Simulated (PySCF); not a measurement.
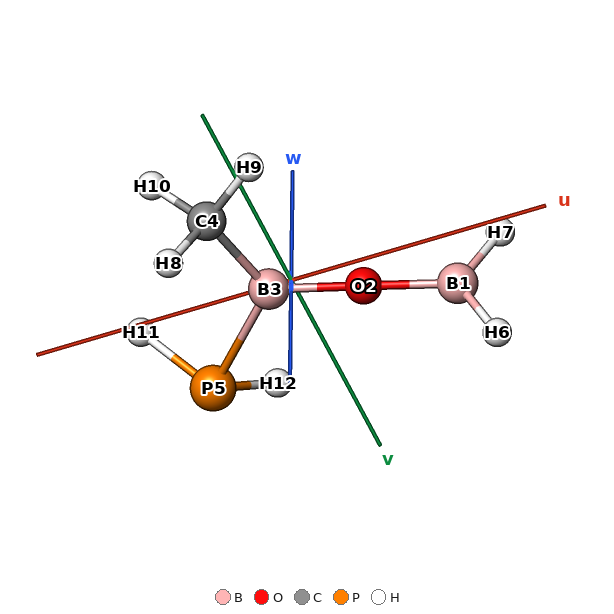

The lines u, v and w are the principal axes of the static dipole polarisability. The geometry was computed by an optimisation with PBE0-D3(BJ)/def2-SVP. No frequency run is at hand to confirm it as a minimum. Computed with ωB97X-D/def2-SVPD (PySCF 2.14.0).

### Along which axis is the molecule most polarisable, and along which least?

Most along u (close to the long direction B1···P5), least along w.

### Give the three principal values.

u 89.8, v 73.5, w 61.3 bohr³; mean 74.9, anisotropy 24.8 bohr³.
